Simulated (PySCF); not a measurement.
```yaml
atoms:
  - { symbol: N, position_ang: [-2.4342, -0.7980, 0.4582] }
  - { symbol: C, position_ang: [-1.8628, 0.3408, 0.0359] }
  - { symbol: O, position_ang: [-2.3738, 1.4350, 0.1157] }
  - { symbol: C, position_ang: [-0.4587, 0.1498, -0.5609] }
  - { symbol: C, position_ang: [0.5497, 1.0186, 0.1982] }
  - { symbol: C, position_ang: [1.9470, 0.7446, -0.3519] }
  - { symbol: O, position_ang: [2.2349, -0.6417, -0.3602] }
  - { symbol: B, position_ang: [1.2347, -1.5373, -0.4310] }
  - { symbol: O, position_ang: [-0.0806, -1.2144, -0.5311] }
  - { symbol: H, position_ang: [-3.3621, -0.7816, 0.8458] }
  - { symbol: H, position_ang: [-1.9491, -1.6690, 0.3183] }
  - { symbol: H, position_ang: [-0.5054, 0.4784, -1.6101] }
  - { symbol: H, position_ang: [0.2810, 2.0683, 0.0961] }
  - { symbol: H, position_ang: [0.5187, 0.7429, 1.2551] }
  - { symbol: H, position_ang: [2.7119, 1.2258, 0.2664] }
  - { symbol: H, position_ang: [2.0358, 1.1228, -1.3781] }
  - { symbol: H, position_ang: [1.5059, -2.6732, -0.4098] }
```

Geometry: GFN2-xTB.

Level of theory: PySCF 2.14.0, PBE0/pcSseg-1, SCF density, gas phase, non-relativistic.

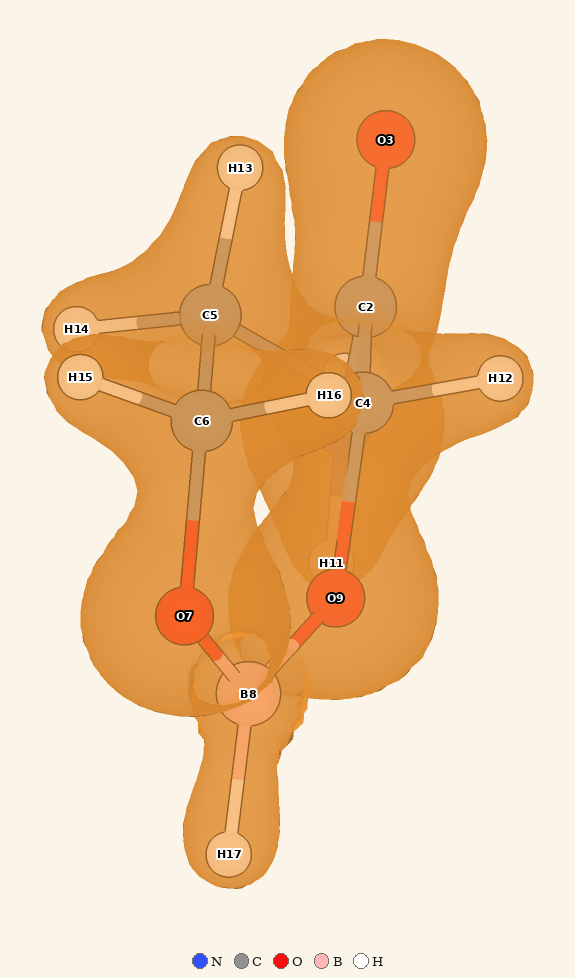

C4H8BNO3 (SMILES NC(=O)[C@H]1CCOBO1). Isosurface of the electron density at 1 e/Å³ (orange), seen at an oblique angle.

> What does this surface tell about the bonding?

At this value the surface is in one piece. It bridges the sampled C–O (1.21 Å), C–N (1.34 Å), B–O (1.34 Å) and C–C (1.53 Å) contacts, where the density stays above the isovalue. On the grid the lowest density along these lines, outside the cores, is 2.9 e/Å³ (C–O, 1.21 Å), 2.3 e/Å³ (C–N, 1.34 Å), 1.6 e/Å³ (B–O, 1.34 Å) and 1.7 e/Å³ (C–C, 1.53 Å).
